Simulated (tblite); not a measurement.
**Si10N15H25: geometry relaxation (part 1 of 2)**

The run: geometry relaxation of Si10N15H25. Method and program: GFN2-xTB geometry optimisation, gas phase (tblite 0.8.0).

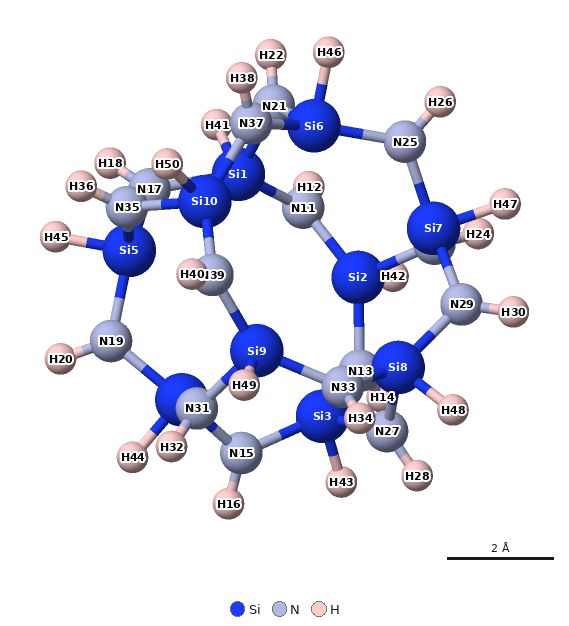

**Figure 1.** The starting structure (ball-and-stick view, seen at a tilt; atoms are numbered from 1 in the order of the input).

**Input file**
```
{"job": {"kind": "relax", "xc": "GFN2-xTB", "basis": "xTB"}, "charge": 0, "multiplicity": 1}
Si     2.599400    -0.001800     1.523400
Si     0.798500     2.470100     1.518100
Si    -2.093800     1.522700     1.526000
Si    -2.099700    -1.520600     1.518800
Si     0.800700    -2.468700     1.528400
Si     2.591200    -0.000500    -1.527600
Si     0.801800     2.469200    -1.528300
Si    -2.095600     1.527700    -1.523500
Si    -2.096300    -1.527100    -1.525400
Si     0.798900    -2.468300    -1.523400
N      2.284100     1.659800     2.051000
H      2.951300     2.144000     2.652700
N     -0.876600     2.688300     2.058100
H     -1.126000     3.471800     2.650000
N     -2.828100     0.005100     2.053300
H     -3.653000     0.000600     2.659000
N      2.286600    -1.659100     2.054000
H      2.952700    -2.149400     2.651700
N     -0.873800    -2.685800     2.055600
H     -1.125400    -3.471500     2.655400
N      3.490700     0.003800     0.001500
H      4.512100     0.001500    -0.000200
N      1.082800     3.326600     0.006600
H      1.390400     4.287800    -0.001500
N      2.286700     1.663600    -2.052200
H      2.947700     2.145100    -2.650200
N     -2.825200     2.055400    -0.000700
H     -3.651700     2.653300     0.001200
N     -0.872600     2.688000    -2.055100
H     -1.127100     3.472800    -2.649300
N     -2.822300    -2.052500    -0.001100
H     -3.653000    -2.651400     0.000200
N     -2.826900     0.000100    -2.055000
H     -3.649000    -0.001300    -2.649000
N      1.080600    -3.320200    -0.003300
H      1.395100    -4.289900    -0.002900
N      2.285400    -1.660900    -2.057200
H      2.954700    -2.143500    -2.655300
N     -0.872100    -2.691500    -2.053200
H     -1.133000    -3.469000    -2.651500
H      3.835800    -0.002300     2.258500
H      1.191300     3.642600     2.258400
H     -3.098400     2.255700     2.251100
H     -3.100700    -2.255200     2.252900
H      1.181700    -3.646500     2.257100
H      3.834000     0.001600    -2.258100
H      1.187800     3.648300    -2.255300
H     -3.103600     2.257300    -2.252400
H     -3.101700    -2.254300    -2.254500
H      1.187300    -3.647500    -2.252700
```

The first line tells a small driver script what to run in tblite; the rest is the geometry in Å.

Launch command:
```bash
OMP_NUM_THREADS=2 python <driver script> task.json out
```

**What the program printed**
```
step      E/eV     max force
  0   -2016.49022    4.608
  1   -2020.70812    2.437
  2   -2025.81432    2.654
  3   -2027.96231    1.380
  4   -2028.58277    0.730
  5   -2028.74170    0.444
  6   -2028.82175    0.417
  7   -2028.91480    0.408
  8   -2029.00935    0.417
  9   -2029.06905    0.297
 10   -2029.09839    0.164
 11   -2029.11029    0.164
 12   -2029.12672    0.220
 13   -2029.15978    0.324
 14   -2029.20250    0.314
 15   -2029.23897    0.198
 16   -2029.26068    0.203
 17   -2029.28342    0.259
 18   -2029.33559    0.562
 19   -2029.41777    0.989
 20   -2029.53459    0.957
 21   -2029.67126    0.986
 22   -2029.64203    0.765
 23   -2029.84932    0.340
 24   -2029.88441    0.411
 25   -2029.98095    0.625
 26   -2030.03420    0.284
 27   -2030.12238    0.704
 28   -2030.18264    0.189
 29   -2030.21476    0.232
 30   -2030.23020    0.111
 31   -2030.23887    0.076
 32   -2030.24104    0.097
 33   -2030.24328    0.065
 34   -2030.24550    0.052
 35   -2030.25121    0.070
 36   -2030.25417    0.085
 37   -2030.25703    0.068
 38   -2030.25817    0.038
 39   -2030.25875    0.025
 40   -2030.25904    0.026
 41   -2030.25936    0.032
 42   -2030.25973    0.032
 43   -2030.26021    0.037
 44   -2030.26079    0.038
 45   -2030.26140    0.037
 46   -2030.26196    0.033
 47   -2030.26239    0.026
 48   -2030.26267    0.020
```

**Trajectory as extended XYZ (Å, eV, eV/Å), 10 of the 24 frames kept, from step=0 to step=48**
```
50
Properties=species:S:1:pos:R:3:forces:R:3 step=0 energy=-2016.49022
Si    2.5994   -0.0018    1.5234    4.2260   0.0930   1.1660
Si    0.7985    2.4701    1.5181    1.3990   4.0670   1.3230
Si   -2.0938    1.5227    1.5260   -3.6110   2.6630   1.0480
Si   -2.0997   -1.5206    1.5188   -3.5020  -2.5920   1.2690
Si    0.8007   -2.4687    1.5284    1.3690  -4.0500   0.9870
Si    2.5912   -0.0005   -1.5276    4.4230   0.0090  -1.0340
Si    0.8018    2.4692   -1.5283    1.3680   4.1590  -0.9040
Si   -2.0956    1.5277   -1.5235   -3.6710   2.4760  -1.1230
Si   -2.0963   -1.5271   -1.5254   -3.5410  -2.4520  -1.1440
Si    0.7989   -2.4683   -1.5234    1.4550  -4.1090  -1.1640
N     2.2841    1.6598    2.0510   -2.3300  -1.7110  -1.1810
H     2.9513    2.1440    2.6527   -0.8150  -0.5770  -0.5300
N    -0.8766    2.6883    2.0581    1.0810  -2.9010  -1.3470
H    -1.1260    3.4718    2.6500    0.2230  -0.7440  -0.3690
N    -2.8281    0.0051    2.0533    2.7730  -0.1540  -1.1060
H    -3.6530    0.0006    2.6590    1.0880   0.0180  -0.5910
N     2.2866   -1.6591    2.0540   -2.3490   1.5780  -1.1440
H     2.9527   -2.1494    2.6517   -0.7920   0.5970  -0.5250
N    -0.8738   -2.6858    2.0556    0.8730   2.7590  -1.1960
H    -1.1254   -3.4715    2.6554    0.2740   0.9410  -0.5160
N     3.4907    0.0038    0.0015   -2.4390  -0.0160  -0.1630
H     4.5121    0.0015   -0.0002   -1.2070  -0.0040  -0.0070
N     1.0828    3.3266    0.0066   -0.9320  -2.8000  -0.3540
H     1.3904    4.2878   -0.0015   -0.2350  -0.7060   0.0280
N     2.2867    1.6636   -2.0522   -2.4870  -1.8150   1.3000
H     2.9477    2.1451   -2.6502   -0.6160  -0.4600   0.3600
N    -2.8252    2.0554   -0.0007    2.1060  -1.5190   0.0440
H    -3.6517    2.6533    0.0012    0.9430  -0.6880   0.0000
N    -0.8726    2.6880   -2.0551    0.9640  -2.7720   1.2090
H    -1.1271    3.4728   -2.6493    0.2640  -0.8390   0.4440
N    -2.8223   -2.0525   -0.0011    1.8820   1.3670  -0.0360
H    -3.6530   -2.6514    0.0002    1.0570   0.7710  -0.0020
N    -2.8269    0.0001   -2.0550    3.1190   0.0030   1.3350
H    -3.6490   -0.0013   -2.6490    0.8100   0.0110   0.3870
N     1.0806   -3.3202   -0.0033   -0.7930   2.4190   0.1680
H     1.3951   -4.2899   -0.0029   -0.3530   1.0780  -0.0020
N     2.2854   -1.6609   -2.0572   -2.3790   1.7090   1.2020
H     2.9547   -2.1435   -2.6553   -0.7840   0.5490   0.4970
N    -0.8721   -2.6915   -2.0532    0.8430   2.8750   1.2500
H    -1.1330   -3.4690   -2.6515    0.2890   0.7840   0.4060
H     3.8358   -0.0023    2.2585    1.2460   0.0080   1.0570
H     1.1913    3.6426    2.2584    0.3490   1.1520   1.0470
H    -3.0984    2.2557    2.2511   -1.0180   0.7270   1.0680
H    -3.1007   -2.2552    2.2529   -0.9660  -0.6800   1.0240
H     1.1817   -3.6465    2.2571    0.4030  -1.2140   1.0720
H     3.8340    0.0016   -2.2581    1.1880   0.0000  -1.0260
H     1.1878    3.6483   -2.2553    0.3780   1.1950  -1.0620
H    -3.1036    2.2573   -2.2524   -0.9510   0.6920  -1.0400
H    -3.1017   -2.2543   -2.2545   -0.9980  -0.7280  -1.0610
H     1.1873   -3.6475   -2.2527    0.3760  -1.1690  -1.0660
50
Properties=species:S:1:pos:R:3:forces:R:3 step=3 energy=-2027.96231
Si    2.8165   -0.0003    1.5956   -1.2000  -0.0450   0.4190
Si    0.8721    2.6773    1.5963   -0.3980  -1.1280   0.3740
Si   -2.2791    1.6556    1.5953    1.0630  -0.7430   0.4710
Si   -2.2782   -1.6546    1.5961    0.9760   0.7210   0.3650
Si    0.8698   -2.6775    1.5964   -0.3840   1.1420   0.4290
Si    2.8161    0.0004   -1.5965   -1.2460  -0.0190  -0.3840
Si    0.8706    2.6800   -1.5970   -0.3980  -1.1670  -0.3670
Si   -2.2792    1.6554   -1.5957    1.0490  -0.6750  -0.4030
Si   -2.2784   -1.6539   -1.5966    1.0070   0.6630  -0.3670
Si    0.8722   -2.6784   -1.5961   -0.4550   1.1490  -0.4050
N     2.1495    1.5607    2.0113   -0.0240  -0.0500   0.4530
H     2.8426    2.0658    2.5743   -0.5820  -0.4360  -0.3270
N    -0.8180    2.5274    2.0136   -0.1340   0.0470   0.5280
H    -1.0873    3.3491    2.5760    0.2880  -0.8490  -0.4360
N    -2.6619   -0.0010    2.0134    0.1060   0.0800   0.4040
H    -3.5170    0.0015    2.5790    0.7090  -0.0130  -0.3170
N     2.1507   -1.5636    2.0138   -0.0160   0.0590   0.4390
H     2.8460   -2.0702    2.5743   -0.6080   0.4510  -0.3450
N    -0.8217   -2.5256    2.0138    0.0340   0.0100   0.4650
H    -1.0864   -3.3432    2.5769    0.2350   0.7400  -0.3600
N     3.3938    0.0022   -0.0006    0.3920  -0.0100   0.0040
H     4.3883    0.0012   -0.0012    0.5070  -0.0020   0.0030
N     1.0486    3.2271    0.0001    0.1940   0.5920  -0.0090
H     1.3549    4.1788   -0.0001    0.0830   0.2610   0.0060
N     2.1488    1.5616   -2.0106    0.0700   0.0730  -0.5560
H     2.8451    2.0694   -2.5767   -0.7060  -0.5270   0.4300
N    -2.7436    1.9966    0.0005   -0.3370   0.2420  -0.0260
H    -3.5498    2.5791    0.0013   -0.4070   0.2950  -0.0050
N    -0.8210    2.5279   -2.0138   -0.0220   0.0200  -0.4880
H    -1.0871    3.3490   -2.5743    0.2480  -0.7870   0.3890
N    -2.7447   -1.9956   -0.0004   -0.2950  -0.2080   0.0010
H    -3.5510   -2.5773   -0.0003   -0.4210  -0.3040   0.0000
N    -2.6549    0.0010   -2.0118   -0.0920  -0.0050  -0.5380
H    -3.5185   -0.0005   -2.5739    0.8570   0.0080   0.4090
N     1.0497   -3.2260    0.0011    0.1330  -0.4030  -0.0510
H     1.3568   -4.1726   -0.0018    0.1450  -0.4520   0.0160
N     2.1493   -1.5616   -2.0159    0.0060   0.0300  -0.4550
H     2.8461   -2.0664   -2.5777   -0.6320   0.4540   0.3590
N    -0.8225   -2.5288   -2.0119    0.0380  -0.0510  -0.5060
H    -1.0904   -3.3474   -2.5771    0.2770   0.8100   0.4140
H     4.0043   -0.0017    2.3861    0.9640   0.0020   0.6840
H     1.2421    3.8039    2.3870    0.3050   0.9490   0.7040
H    -3.2382    2.3569    2.3822   -0.8060   0.5830   0.7120
H    -3.2382   -2.3539    2.3816   -0.8260  -0.6000   0.7270
H     1.2346   -3.8082    2.3856    0.3020  -0.9280   0.6940
H     4.0016    0.0016   -2.3860    1.0140  -0.0010  -0.7190
H     1.2396    3.8095   -2.3838    0.3050   0.9430  -0.7090
H    -3.2393    2.3557   -2.3814   -0.8160   0.5870  -0.7170
H    -3.2389   -2.3537   -2.3840   -0.8040  -0.5750  -0.7070
H     1.2394   -3.8094   -2.3825    0.3010  -0.9350  -0.7010
50
Properties=species:S:1:pos:R:3:forces:R:3 step=5 energy=-2028.74170
Si    2.8158   -0.0016    1.6219   -0.1680   0.0070  -0.1050
Si    0.8712    2.6774    1.6215   -0.0730  -0.1740  -0.0910
Si   -2.2771    1.6553    1.6230    0.1400  -0.0970  -0.1110
Si   -2.2777   -1.6544    1.6221    0.1330   0.1180  -0.1090
Si    0.8696   -2.6771    1.6226   -0.0470   0.1590  -0.1190
Si    2.8148    0.0005   -1.6225   -0.1730  -0.0010   0.1210
Si    0.8699    2.6788   -1.6223   -0.0520  -0.1600   0.1230
Si   -2.2773    1.6558   -1.6223    0.1380  -0.1010   0.1290
Si   -2.2772   -1.6544   -1.6223    0.1490   0.0920   0.1150
Si    0.8702   -2.6777   -1.6227   -0.0540   0.1640   0.1140
N     2.1175    1.5366    2.0198   -0.2240  -0.1440   0.3530
H     2.8079    2.0400    2.5547   -0.0600  -0.0560   0.0900
N    -0.8082    2.4906    2.0223    0.0910  -0.2610   0.3420
H    -1.0727    3.3048    2.5544    0.0290  -0.0790   0.0880
N    -2.6207    0.0005    2.0206    0.2680   0.0040   0.3530
H    -3.4733    0.0012    2.5590    0.0950  -0.0040   0.0810
N     2.1188   -1.5398    2.0217   -0.2180   0.1450   0.3530
H     2.8106   -2.0439    2.5543   -0.0680   0.0550   0.0860
N    -0.8087   -2.4880    2.0219    0.0760   0.2510   0.3530
H    -1.0731   -3.3007    2.5565    0.0270   0.0810   0.0880
N     3.3901    0.0015   -0.0001    0.2530  -0.0080  -0.0270
H     4.3893    0.0011   -0.0012    0.3120   0.0000   0.0030
N     1.0479    3.2256    0.0005    0.0860   0.2660  -0.0280
H     1.3543    4.1773    0.0003    0.0860   0.2690   0.0020
N     2.1178    1.5396   -2.0205   -0.2230  -0.1500  -0.3520
H     2.8086    2.0422   -2.5557   -0.0670  -0.0530  -0.0870
N    -2.7405    1.9942    0.0005   -0.2040   0.1460  -0.0090
H    -3.5504    2.5795    0.0011   -0.2510   0.1810  -0.0020
N    -0.8092    2.4911   -2.0223    0.0980  -0.2460  -0.3500
H    -1.0735    3.3061   -2.5537    0.0250  -0.0840  -0.0860
N    -2.7415   -1.9929    0.0000   -0.2060  -0.1480  -0.0120
H    -3.5517   -2.5777   -0.0003   -0.2530  -0.1820   0.0010
N    -2.6169    0.0007   -2.0210    0.2670  -0.0010  -0.3500
H    -3.4730    0.0000   -2.5532    0.0810   0.0040  -0.0910
N     1.0486   -3.2226    0.0002    0.0790  -0.2430  -0.0110
H     1.3569   -4.1732   -0.0010    0.0950  -0.2920   0.0070
N     2.1175   -1.5380   -2.0236   -0.2190   0.1500  -0.3440
H     2.8098   -2.0405   -2.5574   -0.0750   0.0530  -0.0840
N    -0.8095   -2.4922   -2.0209    0.0820   0.2640  -0.3480
H    -1.0753   -3.3042   -2.5559    0.0350   0.0800  -0.0860
H     4.0623   -0.0015    2.4298   -0.0320   0.0010   0.0490
H     1.2600    3.8603    2.4315   -0.0160  -0.0280   0.0470
H    -3.2864    2.3916    2.4273    0.0310  -0.0280   0.0530
H    -3.2868   -2.3889    2.4269    0.0240   0.0200   0.0570
H     1.2528   -3.8639    2.4297   -0.0080   0.0330   0.0490
H     4.0609    0.0015   -2.4307   -0.0300  -0.0010  -0.0500
H     1.2575    3.8654   -2.4283   -0.0160  -0.0380  -0.0490
H    -3.2872    2.3902   -2.4263    0.0250  -0.0220  -0.0570
H    -3.2866   -2.3880   -2.4286    0.0280   0.0240  -0.0510
H     1.2574   -3.8652   -2.4271   -0.0140   0.0380  -0.0520
50
Properties=species:S:1:pos:R:3:forces:R:3 step=8 energy=-2029.00935
Si    2.8000   -0.0013    1.6166    0.3850   0.0080   0.0310
Si    0.8647    2.6619    1.6164    0.1560   0.3810   0.0470
Si   -2.2639    1.6464    1.6178   -0.3400   0.2400   0.0240
Si   -2.2653   -1.6437    1.6168   -0.3180  -0.2550   0.0390
Si    0.8648   -2.6625    1.6167    0.1160  -0.3680   0.0350
Si    2.7979    0.0007   -1.6177    0.4150  -0.0040  -0.0270
Si    0.8652    2.6639   -1.6166    0.1270   0.3870  -0.0240
Si   -2.2634    1.6464   -1.6166   -0.3380   0.2260  -0.0400
Si   -2.2634   -1.6455   -1.6172   -0.3430  -0.2180  -0.0340
Si    0.8648   -2.6622   -1.6178    0.1400  -0.3860  -0.0290
N     2.0737    1.5061    2.0745   -0.1150  -0.1050   0.0470
H     2.7874    2.0234    2.5637   -0.0730  -0.0460   0.0980
N    -0.7920    2.4390    2.0759    0.0540  -0.1520   0.0500
H    -1.0637    3.2786    2.5625    0.0190  -0.0660   0.1090
N    -2.5659    0.0016    2.0747    0.1560  -0.0190   0.0570
H    -3.4455    0.0007    2.5670    0.0820   0.0050   0.1000
N     2.0754   -1.5086    2.0757   -0.1240   0.0940   0.0460
H     2.7892   -2.0275    2.5628   -0.0680   0.0480   0.0990
N    -0.7926   -2.4368    2.0759    0.0490   0.1470   0.0440
H    -1.0650   -3.2751    2.5653    0.0240   0.0820   0.0990
N     3.4276    0.0001   -0.0008   -0.0560  -0.0020  -0.0010
H     4.4328    0.0010   -0.0009   -0.0060   0.0000  -0.0030
N     1.0593    3.2615    0.0006   -0.0300  -0.0860  -0.0130
H     1.3670    4.2174    0.0007    0.0100   0.0310   0.0030
N     2.0737    1.5085   -2.0750   -0.1260  -0.1050  -0.0470
H     2.7870    2.0257   -2.5642   -0.0600  -0.0410  -0.1060
N    -2.7709    2.0160    0.0006    0.0470  -0.0340  -0.0080
H    -3.5854    2.6047    0.0007   -0.0040   0.0020  -0.0010
N    -0.7917    2.4405   -2.0760    0.0370  -0.1550  -0.0460
H    -1.0654    3.2799   -2.5621    0.0260  -0.0730  -0.1040
N    -2.7719   -2.0146   -0.0003    0.0370   0.0290   0.0030
H    -3.5869   -2.6030   -0.0003    0.0060   0.0050  -0.0010
N    -2.5635    0.0004   -2.0751    0.1650   0.0080  -0.0420
H    -3.4461    0.0007   -2.5620    0.0800   0.0000  -0.1020
N     1.0601   -3.2584   -0.0008   -0.0210   0.0530   0.0200
H     1.3701   -4.2142    0.0002    0.0020  -0.0070  -0.0050
N     2.0737   -1.5069   -2.0764   -0.1230   0.1030  -0.0500
H     2.7871   -2.0243   -2.5657   -0.0650   0.0460  -0.1020
N    -0.7924   -2.4403   -2.0752    0.0460   0.1560  -0.0550
H    -1.0651   -3.2783   -2.5639    0.0240   0.0690  -0.1050
H     4.0674   -0.0013    2.4458   -0.3400   0.0010  -0.1850
H     1.2605    3.8660    2.4475   -0.1150  -0.3280  -0.1910
H    -3.2902    2.3934    2.4445    0.2770  -0.2030  -0.1800
H    -3.2916   -2.3919    2.4446    0.2850   0.2130  -0.1900
H     1.2548   -3.8685    2.4459   -0.1040   0.3230  -0.1860
H     4.0666    0.0013   -2.4471   -0.3510  -0.0010   0.1900
H     1.2582    3.8695   -2.4446   -0.1060  -0.3210   0.1820
H    -3.2915    2.3927   -2.4438    0.2890  -0.2100   0.1890
H    -3.2906   -2.3903   -2.4452    0.2800   0.2020   0.1840
H     1.2583   -3.8693   -2.4440   -0.1080   0.3270   0.1790
```
